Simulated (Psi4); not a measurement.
# A workflow on HBr (hydrogen bromide)

Wanted: a series of 10 runs (PBE-D4/def2-SVP, PBE0-D4/def2-TZVP, PBE-D4/def2-TZVPP, r2SCAN-D4/def2-TZVPP, B3LYP-D4/def2-TZVPP, PBE0-D4/def2-TZVPP, wB97M-V/def2-TZVPP, CCSD(T)/def2-TZVPP, and more) of HBr (hydrogen bromide). 

Program for the calculation: Psi4 1.11.

### Step 1. The system as given

The species is HBr (2 atoms), meant as a singlet with charge 0. As SMILES, `Br`. The coordinates come from a GFN2-xTB, rattled relaxation. The run starts from this shape.

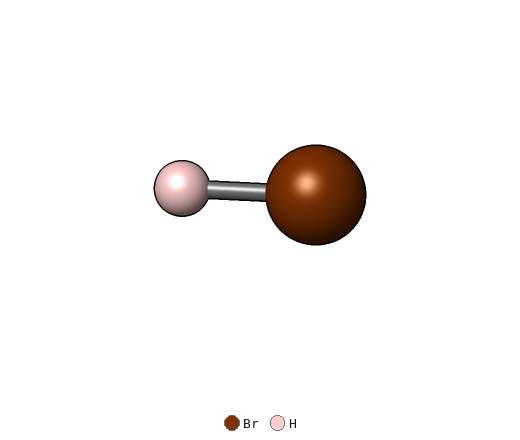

The structure, seen from a chosen angle (bromine brown, hydrogen pink).

### Step 2. A structure relaxation at PBE-D4/def2-SVP (density fitting) (run 1)

Contents of brh.py:

```python
import psi4

psi4.set_memory('3300 MB')
psi4.set_num_threads(2)
psi4.core.set_output_file('brh.out', False)

m = psi4.geometry("""
0 1
Br    -0.586837     0.198182    -0.336544
H      0.614209    -0.226480     0.299846
units angstrom
symmetry c1
""")

psi4.set_options({
    'basis': 'def2-SVP',
    'scf_type': 'df',
    'geom_maxiter': 60,
    'max_force_g_convergence': 0.0005,
})

E, wfn = psi4.optimize("pbe-d4", molecule=m, return_wfn=True)
print(f'pbe-d4 energy: {E:.10f} Eh')
print(m.to_string(dtype='xyz', units='Angstrom'))
```

On the command line:

```
$ python brh.py
```

brh.out:

```text
[...]
  Running in c1 symmetry.
[...]
  Nuclear repulsion =   13.006252152783270
[...]
  Multiplicity = 1
[...]
  Nalpha       = 18
  Nbeta        = 18
[...]
    Number of basis functions: 37
[...]
   @DF-RKS iter   1: -2573.71341538179968   -1.09051e+00   3.89071e-02 DIIS/ADIIS
[...]
   @DF-RKS iter   6: -2574.05341458768999    4.54747e-13   4.64843e-09 DIIS
[...]
    Orbital Energies [Eh]
    ---------------------
    Doubly Occupied:
       1A   -480.943026     2A    -61.783500     3A    -55.714631
       4A    -55.710327     5A    -55.710327     6A     -8.408418
       7A     -6.290155     8A     -6.276035     9A     -6.276035
      10A     -2.491677    11A     -2.487765    12A     -2.487765
      13A     -2.477304    14A     -2.477303    15A     -0.719105
      16A     -0.399330    17A     -0.261235    18A     -0.261235
[...]
  @DF-RKS Final Energy: -2574.05341458768999
   => Energetics <=
    Nuclear Repulsion Energy =             12.9047329664531105
    One-Electron Energy =               -3607.8454630318788077
    Two-Electron Energy =                1112.1671521370201390
    DFT Exchange-Correlation Energy =     -91.2795871042012550
    Empirical Dispersion Energy =          -0.0002495550828444
    VV10 Nonlocal Energy =                  0.0000000000000000
    Total Energy =                      -2574.0534145876899856
[...]
 Multipole Moments:
 ------------------------------------------------------------------------------------
     Multipole            Electronic (a.u.)      Nuclear  (a.u.)        Total (a.u.)
 ------------------------------------------------------------------------------------
 L = 1.  Multiply by 2.5417464519 to convert [e a0] to [Debye]
 Dipole X            :          0.0000000           -0.0000000            0.0000000
 Dipole Y            :         -0.0000000            0.0000000           -0.0000000
 Dipole Z            :         -1.0786751            1.4810141            0.4023390
 Magnitude           :                                                    0.4023390
[...]
  -Total Gradient:
     Atom            X                  Y                   Z
    ------   -----------------  -----------------  -----------------
       1       -0.000000000000     0.000000000000    -0.000028014497
       2        0.000000000000     0.000000000000     0.000047953741
[...]
    Final optimized geometry and variables:
    Molecular point group: c1
    Full point group: C_inf_v
    Geometry (in Angstrom), charge = 0, multiplicity = 1:
    BR           0.000000000000    -0.000000000000    -0.018097406169
    H           -0.000000000000     0.000000000000     1.417128136397
[...]
```

On the terminal:

```text
Some dependencies such as QCElemental have not yet finished migration to pydantic v2. If issues are encountered please downgrade pydantic or upgrade QCElemental as appropriate
Optimizer: Optimization complete!
pbe-d4 energy: -2574.0534145877 Eh
2
0 1 BrH
Br                    0.000000000000     0.000000000000    -0.018097406169
H                     0.000000000000     0.000000000000     1.417128136397
```

Run time: 13 s. Hardware: 2 threads of Intel Xeon at 2.50GHz (Skylake/Cascade Lake), shared host; peak memory 0.31 GiB.

The path in brief:

```csv
step,energy from the first frame kept (eV),largest force (eV/Å)
0,0.0000,0.2812
1,-0.0014,0.0693
2,-0.0015,0.0025
```

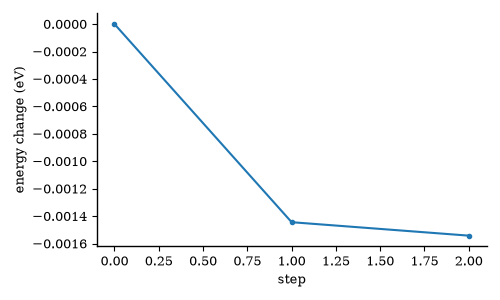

Energy along the run.

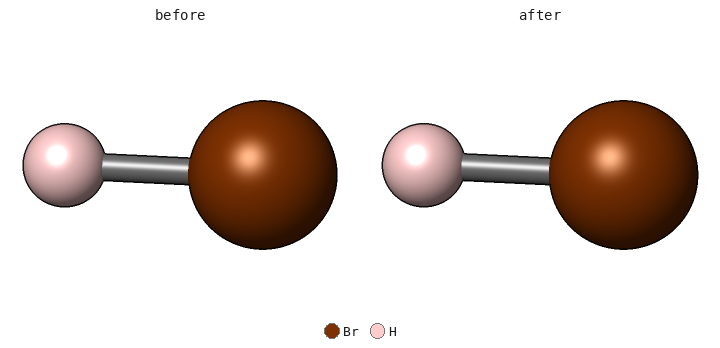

Before and after, at one scale.

After the run. Bond lengths: Br1–H2 1.435 Å.

### Step 3. A geometry optimisation at PBE0-D4/def2-TZVP (density fitting) (run 2)

Contents of job.py:

```python
import psi4

psi4.set_memory('3300 MB')
psi4.set_num_threads(2)
psi4.core.set_output_file('run.log', False)

m = psi4.geometry("""
0 1
Br    -0.586956     0.198224    -0.336607
H      0.623538    -0.229779     0.304789
units angstrom
symmetry c1
""")

psi4.set_options(dict(scf_type='df', geom_maxiter=50, max_force_g_convergence=0.0002))

e = psi4.optimize('pbe0-d4/def2-TZVP', molecule=m)
print(f'pbe0-d4/def2-TZVP energy: {e:.10f} Eh')
print(m.to_string(dtype='xyz', units='Angstrom'))
for k, v in sorted(psi4.core.scalar_variables().items()):
    print(f'{k:45s} {v:18.10f}')
```

On the command line:

```
$ python job.py
```

run.log:

```text
[...]
  Running in c1 symmetry.
[...]
  Nuclear repulsion =   12.904736841790633
[...]
  Multiplicity = 1
[...]
  Nalpha       = 18
  Nbeta        = 18
[...]
    Number of basis functions: 54
[...]
   @DF-RKS iter   1: -2574.12865745723457   -1.21232e+00   2.77857e-02 ADIIS/DIIS
[...]
   @DF-RKS iter   6: -2574.45829540776367   -5.00222e-12   7.41917e-09 DIIS
[...]
    Orbital Energies [Eh]
    ---------------------
    Doubly Occupied:
       1A   -483.268658     2A    -62.669496     3A    -56.442877
       4A    -56.439617     5A    -56.439617     6A     -8.789247
       7A     -6.600083     8A     -6.589198     9A     -6.589198
      10A     -2.686108    11A     -2.682477    12A     -2.682477
      13A     -2.673676    14A     -2.673676    15A     -0.814999
      16A     -0.459179    17A     -0.321491    18A     -0.321491
[...]
  @DF-RKS Final Energy: -2574.45829540776367
   => Energetics <=
    Nuclear Repulsion Energy =             13.0366215112391384
    One-Electron Energy =               -3608.6042479855946112
    Two-Electron Energy =                1090.0101378285953615
    DFT Exchange-Correlation Energy =     -68.9006039288105114
    Empirical Dispersion Energy =          -0.0002028331929675
    VV10 Nonlocal Energy =                  0.0000000000000000
    Total Energy =                      -2574.4582954077636714
[...]
 Multipole Moments:
 ------------------------------------------------------------------------------------
     Multipole            Electronic (a.u.)      Nuclear  (a.u.)        Total (a.u.)
 ------------------------------------------------------------------------------------
 L = 1.  Multiply by 2.5417464519 to convert [e a0] to [Debye]
 Dipole X            :          0.0000000            0.0000000            0.0000000
 Dipole Y            :         -0.0000000            0.0000000           -0.0000000
 Dipole Z            :         -1.0910936            1.4660310            0.3749374
 Magnitude           :                                                    0.3749374
[...]
  -Total Gradient:
     Atom            X                  Y                   Z
    ------   -----------------  -----------------  -----------------
       1       -0.000000000001    -0.000000000000    -0.000082771950
       2       -0.000000000000     0.000000000000     0.000075562284
[...]
    Final optimized geometry and variables:
    Molecular point group: c1
    Full point group: C_inf_v
    Geometry (in Angstrom), charge = 0, multiplicity = 1:
    BR          -0.000000000000    -0.000000000000    -0.017914318813
    H            0.000000000000     0.000000000000     1.402791372265
[...]
```

Standard output:

```text
Some dependencies such as QCElemental have not yet finished migration to pydantic v2. If issues are encountered please downgrade pydantic or upgrade QCElemental as appropriate
Optimizer: Optimization complete!
pbe0-d4/def2-TZVP energy: -2574.4582954078 Eh
2
0 1 BrH
Br                    0.000000000000     0.000000000000    -0.017914318813
H                     0.000000000000     0.000000000000     1.402791372265

CURRENT ENERGY                                  -2574.4582954078
CURRENT REFERENCE ENERGY                        -2574.4582954078
DD SOLVATION ENERGY                                 0.0000000000
DFT FUNCTIONAL TOTAL ENERGY                     -2574.4580925746
DFT TOTAL ENERGY                                -2574.4582954078
DFT VV10 ENERGY                                     0.0000000000
DFT XC ENERGY                                     -68.9006039288
DISPERSION CORRECTION ENERGY                       -0.0002028332
GRID ELECTRONS ALPHA                               17.9999999565
GRID ELECTRONS BETA                                17.9999999565
GRID ELECTRONS TOTAL                               35.9999999131
NUCLEAR REPULSION ENERGY                           13.0366215112
ONE-ELECTRON ENERGY                             -3608.6042479856
OPTIMIZATION ITERATIONS                             3.0000000000
PBE0-D4(BJ,EEQ)ATM DISPERSION CORRECTION ENERGY      -0.0002028332
PCM POLARIZATION ENERGY                             0.0000000000
PE ENERGY                                           0.0000000000
SCF ITERATION ENERGY                            -2574.4582954078
SCF ITERATIONS                                      6.0000000000
SCF TOTAL ENERGY                                -2574.4582954078
TWO-ELECTRON ENERGY                              1090.0101378286
XC GRID RADIAL POINTS                              75.0000000000
XC GRID SPHERICAL POINTS                          302.0000000000
XC GRID TOTAL POINTS                            42511.0000000000
```

Run time: 17 s. Hardware: 2 threads of Intel Xeon at 2.50GHz (Skylake/Cascade Lake), shared host; peak memory 0.33 GiB.

The path in brief:

```csv
step,energy from the first frame kept (eV),largest force (eV/Å)
0,0.0000,0.3685
1,-0.0025,0.1105
2,-0.0027,0.0043
```

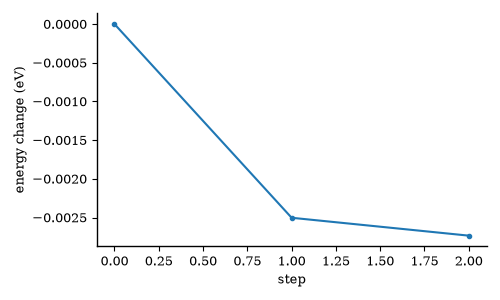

Energy along the run.

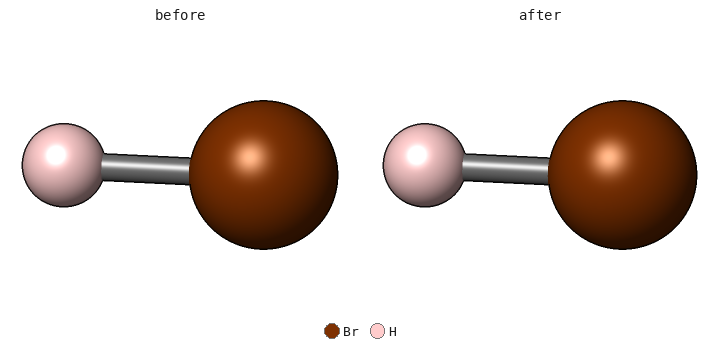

Before and after, at one scale.

After the run. Bond lengths: Br1–H2 1.421 Å.

Run 3 isn't shown in full; the table further down has it.

### Step 4. The energy at PBE-D4/def2-TZVPP (density fitting) (run 4)

Contents of brh.xyz:

```xyz
2
BrH
Br    -0.586802     0.198169    -0.336525
H      0.611446    -0.225504     0.298382
```

Contents of brh.py:

```python
import psi4

psi4.set_memory('3300 MB')
psi4.set_num_threads(2)
psi4.set_output_file('run.log', False)

with open('brh.xyz') as f:
    atoms = ''.join(f.readlines()[2:])
molecule = psi4.geometry('0 1\n' + atoms + 'symmetry c1')

psi4.set_options({
    'basis': 'def2-TZVPP',
    'scf_type': 'df',
    'dft_radial_points': 99,
    'dft_spherical_points': 590,
})

E = psi4.energy("pbe-d4")
print(f'total energy {E:.8f} hartree = {E * 27.211386:.5f} eV')
```

On the command line:

```
$ python brh.py
```

run.log:

```text
[...]
  Running in c1 symmetry.
[...]
  Nuclear repulsion =   13.036623712359390
[...]
  Multiplicity = 1
[...]
  Nalpha       = 18
  Nbeta        = 18
[...]
    Number of basis functions: 62
[...]
   @DF-RKS iter   1: -2573.98914006515724   -1.05576e+00   2.60557e-02 ADIIS/DIIS
[...]
   @DF-RKS iter   7: -2574.36881853681507   -4.17108e-08   6.14130e-07 DIIS
[...]
    Orbital Energies [Eh]
    ---------------------
    Doubly Occupied:
       1A   -481.020310     2A    -61.825787     3A    -55.739962
       4A    -55.736025     5A    -55.736025     6A     -8.421625
       7A     -6.299320     8A     -6.287195     9A     -6.287195
      10A     -2.501242    11A     -2.497731    12A     -2.497731
      13A     -2.488767    14A     -2.488767    15A     -0.729323
      16A     -0.406794    17A     -0.272543    18A     -0.272543
[...]
  @DF-RKS Final Energy: -2574.36881853681507
   => Energetics <=
    Nuclear Repulsion Energy =             13.0366237123593898
    One-Electron Energy =               -3608.0924346346978382
    Two-Electron Energy =                1111.9408067729984850
    DFT Exchange-Correlation Energy =     -91.2535650387212343
    Empirical Dispersion Energy =          -0.0002493487538209
    VV10 Nonlocal Energy =                  0.0000000000000000
    Total Energy =                      -2574.3688185368150698
[...]
 Multipole Moments:
 ------------------------------------------------------------------------------------
     Multipole            Electronic (a.u.)      Nuclear  (a.u.)        Total (a.u.)
 ------------------------------------------------------------------------------------
 L = 1.  Multiply by 2.5417464519 to convert [e a0] to [Debye]
 Dipole X            :          0.0000000           -0.0000000            0.0000000
 Dipole Y            :          0.0000000            0.0000000            0.0000000
 Dipole Z            :         -1.1160194            1.4660308            0.3500114
 Magnitude           :                                                    0.3500114
[...]
```

The script printed:

```text
total energy -2574.36881854 hartree = -70052.14363 eV
```

It took 9.9 s on 2 threads of Intel Xeon at 2.50GHz (Skylake/Cascade Lake), shared host; peak memory 0.45 GiB.

Runs 5 to 9 aren't shown in full; the table further down has their settings and results.

### Step 5. The energy at MP2/def2-QZVPP (density fitting, density fitting for correlation) (run 10)

brh.xyz is that of step 4.

Contents of calc.py:

```python
import psi4

psi4.set_memory('3300 MB')
psi4.set_num_threads(2)
psi4.set_output_file('run.log', False)

with open('brh.xyz') as f:
    atoms = ''.join(f.readlines()[2:])
geom = psi4.geometry('0 1\n' + atoms + 'symmetry c1')

psi4.set_options(dict(basis='def2-QZVPP', scf_type='df', num_frozen_docc=9))

E, wfn = psi4.energy('mp2', return_wfn=True)
print('E =', round(E, 9))
```

On the command line:

```
$ python calc.py
```

run.log:

```text
[...]
  Running in c1 symmetry.
[...]
  Nuclear repulsion =   13.036623712359390
[...]
  Multiplicity = 1
[...]
  Nalpha       = 18
  Nbeta        = 18
[...]
    Number of basis functions: 119
[...]
   @DF-RHF iter   1: -2572.75527169839552   -1.58117e+00   1.44167e-02 ADIIS/DIIS
[...]
   @DF-RHF iter  10: -2573.05130818287944   -4.09273e-12   2.89408e-09 DIIS
[...]
    Orbital Energies [Eh]
    ---------------------
    Doubly Occupied:
       1A   -490.037483     2A    -65.177637     3A    -58.532981
       4A    -58.531847     5A    -58.531847     6A     -9.850247
       7A     -7.461539     8A     -7.455435     9A     -7.455435
      10A     -3.205448    11A     -3.201624    12A     -3.201624
      13A     -3.193803    14A     -3.193803    15A     -1.032818
      16A     -0.581376    17A     -0.434833    18A     -0.434833
[...]
  @DF-RHF Final Energy: -2573.05130818287944
   => Energetics <=
    Nuclear Repulsion Energy =             13.0366237123593898
    One-Electron Energy =               -3609.1466420466945237
    Two-Electron Energy =                1023.0587101514554433
    Total Energy =                      -2573.0513081828794384
[...]
 Multipole Moments:
 ------------------------------------------------------------------------------------
     Multipole            Electronic (a.u.)      Nuclear  (a.u.)        Total (a.u.)
 ------------------------------------------------------------------------------------
 L = 1.  Multiply by 2.5417464519 to convert [e a0] to [Debye]
 Dipole X            :         -0.0000000           -0.0000000           -0.0000000
 Dipole Y            :         -0.0000000            0.0000000           -0.0000000
 Dipole Z            :         -1.0768531            1.4660308            0.3891777
 Magnitude           :                                                    0.3891777
[...]
```

Standard output:

```text
E = -2573.657422169
```

It took 6.9 s on 2 threads of Intel Xeon at 2.50GHz (Skylake/Cascade Lake), shared host; peak memory 0.39 GiB.

### Step 6. Overview of the runs

```csv
run,level,geom maxiter,max force g convergence,energy (Eh),dipole moment (D),HOMO energy (eV),LUMO energy (eV),wall time
1,PBE-D4/def2-SVP (density fitting),60,0.0005,-2574.053415,1.02,-7.11,-0.92,13 s
2,PBE0-D4/def2-TZVP (density fitting),50,0.0002,-2574.458295,0.95,-8.75,-0.17,17 s
3,PBE0-D4/def2-TZVP (density fitting),–,–,-2574.458295,0.95,–,–,28 s
4,PBE-D4/def2-TZVPP (density fitting),–,–,-2574.368819,0.89,-7.42,-1.13,9.9 s
5,r2SCAN-D4/def2-TZVPP (density fitting),–,–,-2574.741615,0.95,-7.76,-0.67,13 s
6,B3LYP-D4/def2-TZVPP (density fitting),–,–,-2574.790143,0.90,-8.48,-0.52,9 s
7,PBE0-D4/def2-TZVPP (density fitting),–,–,-2574.459104,0.94,-8.75,-0.17,10 s
8,wB97M-V/def2-TZVPP (density fitting),–,–,-2574.608606,0.92,-11.10,1.66,12 s
9,"CCSD(T)/def2-TZVPP (density fitting, density fitting for correlation)",–,–,-2573.308888,–,-11.81,3.03,9.9 s
10,"MP2/def2-QZVPP (density fitting, density fitting for correlation)",–,–,-2573.657422,–,-11.83,2.42,6.9 s
```

### Step 7. What came out

| quantity | value |
| --- | --- |
| run 10, MP2/def2-QZVPP: total energy | -2573.65742 Eh |
| run 10, MP2/def2-QZVPP: HOMO energy (Hartree–Fock orbitals) | -11.83 eV |
| run 10, MP2/def2-QZVPP: LUMO energy (Hartree–Fock orbitals) | 2.42 eV |
| run 10, MP2/def2-QZVPP: HOMO–LUMO gap (Hartree–Fock orbitals) | 14.26 eV |
| run 10, MP2/def2-QZVPP: correlation energy (9 core orbitals frozen) | -606.1 mEh |

**Reading.** Over runs 3, 4, 5, 6, 7, 8 the dipole moment (its size) runs from 0.89 D (PBE-D4/def2-TZVPP) to 0.95 D (PBE0-D4/def2-TZVP). The two ends differ in method and basis. Over runs 4, 5, 6, 7, 8 the HOMO–LUMO gap runs from 6.29 eV (PBE-D4/def2-TZVPP) to 12.75 eV (wB97M-V/def2-TZVPP). Totals of different functionals can't be ranked against each other. All runs together took 2.1 min, the longest 28 s.
